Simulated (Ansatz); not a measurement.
# CH7BSSi: atomisation energy

How much energy holds CH7BSSi together? A script is to give an atomisation energy; the system is CH7BSSi. SMILES: CB([SiH3])S.

Program: the Python package of Ansatz 0.2.0. Level of theory: MP2/def2-TZVPP. These are calculated values, not measurements.

### Step 1. The structure

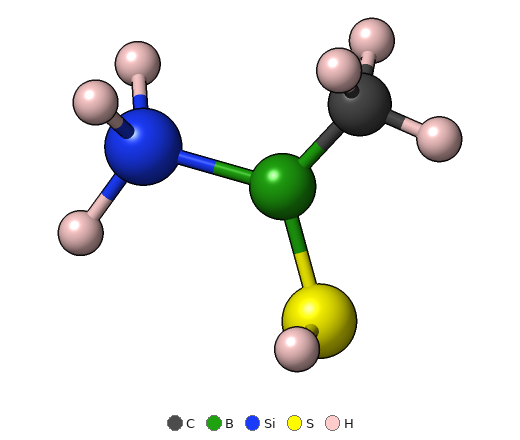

The structure that the script starts from, seen from a chosen angle (carbon dark grey, boron green, silicon blue, sulfur yellow, hydrogen pink).

No structure file is read: the coordinates are typed or built in the script.

### Step 2. The script

Input file tae_ch7bssi.py:

```python
"""Atomisation energy of CH7BSSi at the given geometry."""

from collections import Counter
from dataclasses import dataclass

import ansatz
from ase import Atoms


@dataclass(frozen=True)
class RunConfig:
    basis_set: str = "def2-TZVPP"
    level: str = "mp2"


opts = RunConfig()


def energy_of(molecule, charge=0, unpaired=0):
    calc = (
        molecule.calculation()
        .basis(gaussian=opts.basis_set)
        .correlation(opts.level)
    )
    if charge:
        calc = calc.charge(charge)
    if unpaired:
        calc = calc.spin("collinear", total=unpaired)
    report = calc.run().report
    if report["published_state_doubts"]:
        print("  doubts:", report["published_state_doubts"])
    return report["free_energy_ev"]

atoms = Atoms(["C", "B", "Si", "S", "H", "H", "H", "H", "H", "H", "H"], positions=[
    (-0.0974, 1.2686, -0.8255),
    (-0.4154, -0.1128, -0.1876),
    (0.5699, -0.6673, 1.3562),
    (-1.6288, -1.2549, -0.926),
    (0.9139, 1.3712, -1.1836),
    (-0.3483, 2.1224, -0.0895),
    (-0.7833, 1.4632, -1.7098),
    (0.2151, -1.9992, 1.7695),
    (0.3685, 0.2933, 2.5129),
    (2.0368, -0.6834, 1.0603),
    (-0.7656, -1.8583, -1.7562),
])
geometry = ansatz.Crystal.molecule_from_ase(atoms)

# Hund ground states
unpaired = {"C": 2, "B": 1, "Si": 2, "S": 2, "H": 1}
counts = Counter(site.symbol for site in geometry.cartesian_sites)
atom_energy = {s: energy_of(ansatz.Crystal.molecule().atom(s, (0, 0, 0)), 0, unpaired[s]) for s in counts}
whole = energy_of(geometry, 0, 0)
for s, e in atom_energy.items():
    print(f"{s:2s} x{counts[s]}  {e:14.5f} eV")
print(f"CH7BSSi: {whole:.5f} eV")
split = sum(counts[s] * e for s, e in atom_energy.items()) - whole
print(f"atomisation energy (no zero-point term): {96.485332 * split:.1f} kJ/mol, {split / sum(counts.values()):.3f} eV an atom")
```

### Step 3. The input behind the calls

The engine receives this input (first run):

```yaml
crystal:
  periodic: [false, false, false]
  atoms:
    - { symbol: C, position_ang: [0.0, 0.0, 0.0] }
basis:
  gaussian:
    orbitals: def2-TZVPP
magnetization:
  spin_polarized: true
  initial_magnetization: 2.0
correlation:
  method: mp2
```

### Step 4. Launch

Launch:

```
> python tae_ch7bssi.py
```

What it wrote:

```text
C  x1     -1027.46354 eV
B  x1      -668.74255 eV
Si x1     -7861.55665 eV
S  x1    -10819.75141 eV
H  x7       -13.60052 eV
CH7BSSi: -20509.30128 eV
atomisation energy (no zero-point term): 3529.8 kJ/mol, 3.326 eV an atom
```

Run time: 7.4 s. Hardware: 1 thread of Intel Xeon 6975P-C (Granite Rapids), shared host; peak memory 0.6 GiB.

### Step 5. Inputs of later runs

The engine's inputs for some of the other runs:

Run 2, against run 1:

```diff
@@ -4 +4 @@
-    - { symbol: C, position_ang: [0.0, 0.0, 0.0] }
+    - { symbol: B, position_ang: [0.0, 0.0, 0.0] }
@@ -10 +10 @@
-  initial_magnetization: 2.0
+  initial_magnetization: 1.0
```

Run 3, against run 1:

```diff
@@ -4 +4 @@
-    - { symbol: C, position_ang: [0.0, 0.0, 0.0] }
+    - { symbol: Si, position_ang: [0.0, 0.0, 0.0] }
```

Run 5, against run 1:

```diff
@@ -4 +4 @@
-    - { symbol: C, position_ang: [0.0, 0.0, 0.0] }
+    - { symbol: H, position_ang: [0.0, 0.0, 0.0] }
@@ -10 +10 @@
-  initial_magnetization: 2.0
+  initial_magnetization: 1.0
```

Lines on the test bed's own set-up are left out of the output.

### Step 6. The runs side by side

The 6 runs, in the order started:

| run | system | unpaired or total moment | energy (eV) | <S²> | iterations in all | CPU time (s) |
| --- | --- | --- | --- | --- | --- | --- |
| 1 | C | 2 | -1027.4635 | 2.01 | 31 | 0.07 |
| 2 | B | 1 | -668.7425 | 0.76 | 41 | 0.07 |
| 3 | Si | 2 | -7861.5567 | 2.02 | 41 | 0.16 |
| 4 | S | 2 | -10819.7514 | 2.01 | 36 | 0.21 |
| 5 | H | 1 | -13.6005 | 0.75 | 10 | 0.02 |
| 6 | CH7BSSi | not set | -20509.3013 | 0.00 | 14 | 6.4 |

Totals carry meaning only in balanced differences at one level of theory.

### Step 7. Outcome

```
                         quantity          value
atomisation energy, no zero point  3529.8 kJ/mol
                    runs compared              6
```

What this shows: Zero-point motion and spin-orbit terms of the atoms are left out, and both would lower it. 3529.8 kJ/mol from the electronic energies, without the zero-point term. The geometry is a force-field or estimated start, not a minimum of this method, and the basis set is short of its limit. All parts are taken at fixed geometry, without zero-point energy.
